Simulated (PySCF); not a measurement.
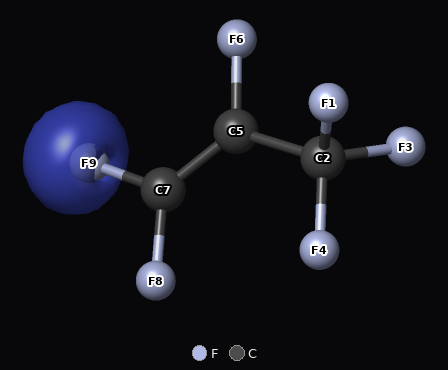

Figure. C₃F₆, SMILES `FC(F)(F)C(F)=C(F)F`. Pipek–Mezey orbitals, occupied; each surface holds about 85 % of the orbital's density. Energies are diagonal elements of the Fock matrix.

Level of theory: PBE/6-311G** (PySCF), at a geometry from GFN2-xTB. No frequency check shows the geometry to be a minimum.

Input

```python
import numpy as np
from pyscf import gto, scf, dft, lo
from pyscf.data.elements import chemcore

def solve(mol, dm0=None, hcore=None):
    mf = (dft.UKS if mol.spin else dft.RKS)(mol, xc='pbe')
    mf.grids.level = 3
    mf = mf.density_fit(auxbasis='def2-universal-jkfit')
    mf.conv_tol, mf.max_cycle = 1e-8, 80
    if hcore is not None:
        mf.get_hcore = lambda *args: hcore
    mf.kernel(dm0)
    if not mf.converged:
        mf = mf.newton().run(mf.mo_coeff, mf.mo_occ, max_cycle=30)
    assert mf.converged, 'SCF not converged'
    return mf

mol = gto.M(atom='''
F      1.82785     0.25254     1.07108
C      1.12676    -0.12342     0.00082
F      1.82479     0.24360    -1.07760
F      1.07193    -1.45382     0.00612
C     -0.25447     0.50040     0.00051
F     -0.24012     1.83882     0.00030
C     -1.41479    -0.15527    -0.00015
F     -1.53471    -1.46009    -0.00028
F     -2.58807     0.43115    -0.00040
''', basis='6-311g**', charge=0, spin=0, verbose=4)
mf = solve(mol)
occ_all = mf.mo_coeff[:, mf.mo_occ > 0]
occ = occ_all[:, chemcore(mol):]
pm = lo.PM(mol, occ, pop_method='meta_lowdin')
loc = pm.kernel()
for _ in range(5):
    new, stable = pm.stability_jacobi(return_status=True)
    if stable:
        break
    loc = pm.kernel(new)
fock, s = mf.get_fock(), mf.get_ovlp()
ortho = lo.orth_ao(mol, 'meta_lowdin')
labels = mol.ao_labels(fmt=None)
vir = loc[:, :0]
both = np.hstack([loc, vir])
p = (ortho.T @ s @ both) ** 2
pop = np.array([p[[l[0] == a for l in labels]].sum(0) for a in range(mol.natm)])
spd = np.array([[p[[l[0] == a and l[2][-1] == k for l in labels]].sum(0) for k in 'spd'] for a in range(mol.natm)])
eps = np.einsum('pi,pq,qi->i', both, fock, both)
for i in np.argsort(eps):
    top = np.argsort(-pop[:, i])[:3]
    print('%3d %s %9.4f Eh ' % (i + 1, 'occ' if i < loc.shape[1] else 'vir', eps[i]), '  '.join('%s%d %.3f' % (mol.atom_symbol(a), a + 1, pop[a, i]) for a in top))
np.savez('result.npz', c=both, nocc=loc.shape[1], pop=pop, spd=spd, eps=eps, e=mf.e_tot)
```

Command:

```sh
OMP_NUM_THREADS=1 python input.py
```

The run took 17 s on 1 thread of Intel(R) Xeon(R) 6975P-C (Granite Rapids), on a shared host, peak memory 0.59 GiB.

### What does this orbital represent?

Lone pair on F9 (sp0.4-type) (F9 100 %; −23.1 eV).

### How do all the valence pairs divide up?

27 pairs: 18 lone pairs, 8 σ bonds and 1 two-centre π bond.
